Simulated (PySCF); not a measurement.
Vertical excitations of a molecule C4H2F2O2 from TDDFT-PBE/def2-SVPD (PySCF), as energy in eV (oscillator strength): 3.87 (0.000), 4.95 (0.156), 5.79 (0.020), 5.88 (0.006), 6.19 (0.002), 6.31 (0.000), 6.59 (0.018), 6.63 (0.000), 6.69 (0.001), 7.29 (0.100). Lowest triplet (TDA): 3.36 eV. Geometry optimised at B3LYP-D3(BJ)/def2-SVP. Other conformers were not sampled.

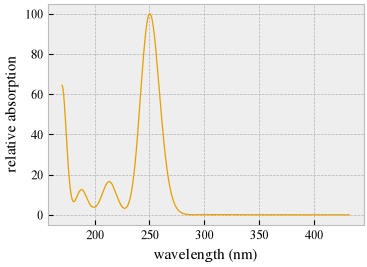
Figure: The lines broadened by 0.4 eV.

### Question
Pick the molecule that these values belong to.
A. C=C1OC(F)(F)C1=O
B. O=C[C@@]1(F)OC=C1F
C. Oc1cc(F)oc1F
D. O=C1COC(F)=C1F

### Answer
D, O=C1COC(F)=C1F
